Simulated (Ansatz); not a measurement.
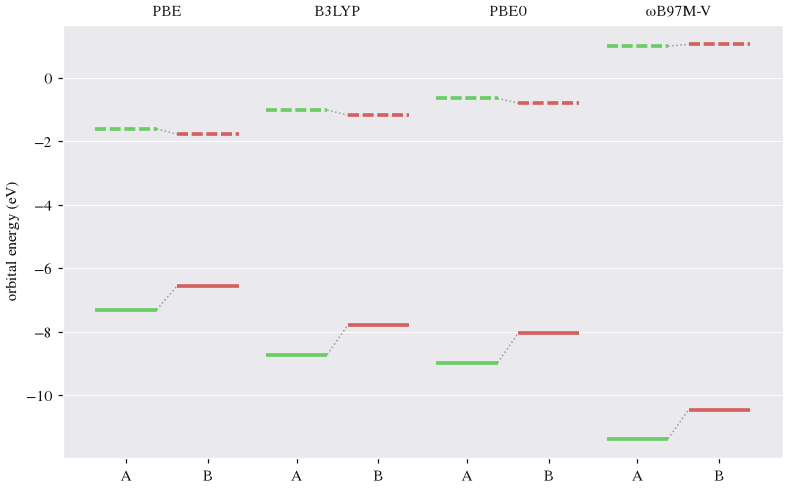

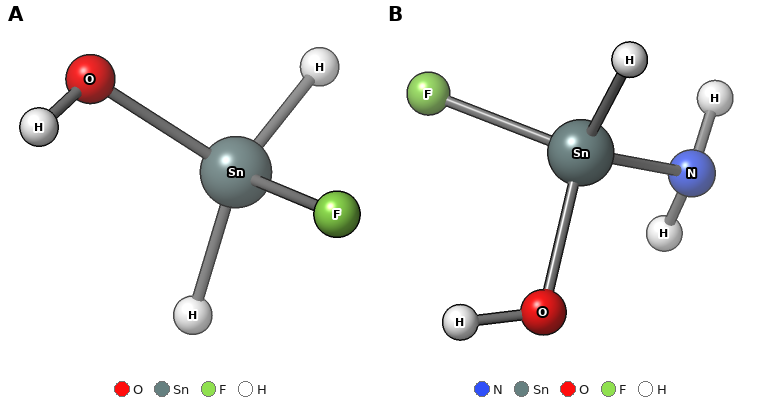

One change: A, SnH₃OF (SMILES [OH][SnH2][F]), becomes B, SnNH₄OF (SMILES [NH2][Sn@H]([OH])[F]). H on Sn is replaced by NH₂. HOMO (solid) and LUMO (dashed) computed in def2-TZVPP at PBE0-D4/def2-TZVP geometries, both minima by their frequencies, gas phase, the Ansatz code. Empty levels above zero depend strongly on the basis.

What does the change do to HOMO and LUMO?

PBE: the HOMO rises by 0.75 eV, the LUMO falls by 0.17 eV, and the separation goes from 5.69 to 4.77 eV. B3LYP: the HOMO rises by 0.93 eV, the LUMO falls by 0.16 eV, and the separation goes from 7.70 to 6.62 eV. PBE0: the HOMO rises by 0.93 eV, the LUMO falls by 0.15 eV, and the separation goes from 8.32 to 7.25 eV. ωB97M-V: the HOMO rises by 0.91 eV, the LUMO rises by 0.06 eV, and the separation goes from 12.36 to 11.51 eV.

Do the functionals agree on the effect?

Not on every direction; the HOMO shift lies between 0.75 and 0.93 eV and the LUMO shift between −0.17 and 0.06 eV, while the separations themselves differ by up to 6.7 eV between functionals.

Note: core potentials past krypton; spin-orbit coupling is left out, and with Sn it can shift these values.
